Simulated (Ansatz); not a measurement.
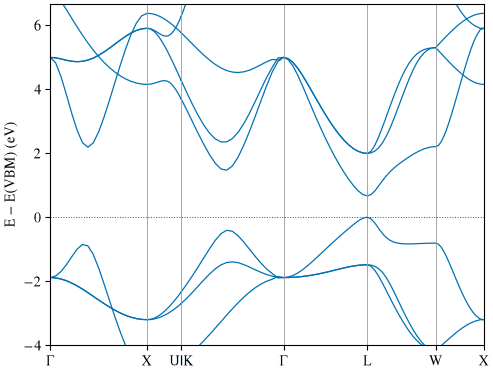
Band structure from r²SCAN in the plane-wave PAW code Ansatz

### Question
Read off the gap and where the band edges lie.

### Answer
About 0.7 eV (0.66 eV by a search for the band edges); maximum at L, minimum at L.

### Question
Pick the material that matches.
A) BP, zinc blende
B) PbSe, rock salt
C) GaP, zinc blende

### Answer
B, PbSe, rock salt

Space group Fm-3m (rock salt). The cell was relaxed with r²SCAN under the symmetry of its start; of distortions, only those at the zone centre were tested. Spin–orbit coupling is left out wherever it is not named.

Potentials: the later of the program's two PAW sets.
